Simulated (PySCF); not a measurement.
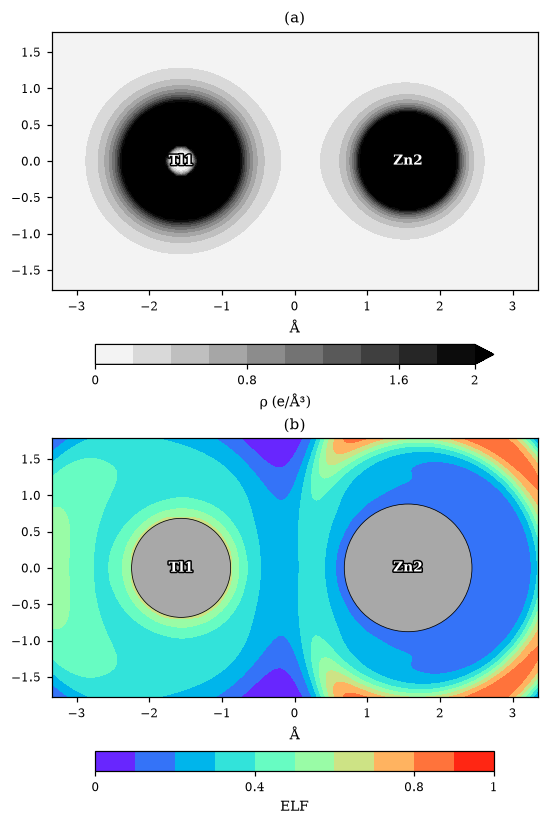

The picture shows: TlZn (charge +1). (a) electron density; (b) electron localisation function on a plane that holds the molecular axis. Grey discs cover the atomic cores in the ELF map.

Core potentials replace the inner electrons of Tl.

Level of theory: PBE0/def2-SVP, non-relativistic Hamiltonian with scalar-relativistic core potentials where named, at a bond length of 3.124 Å in PySCF.

```xyz
2

Tl    0.0000    0.0000   -0.7427
Zn    0.0000    0.0000    2.3813
```

What does the map show?

Answer.
- The plane passes through Tl and Zn nuclei.
- Tl–Zn (3.12 Å): ρ at the midpoint is about 0.16 e/Å³; the ELF is about 0.30 at the midpoint.
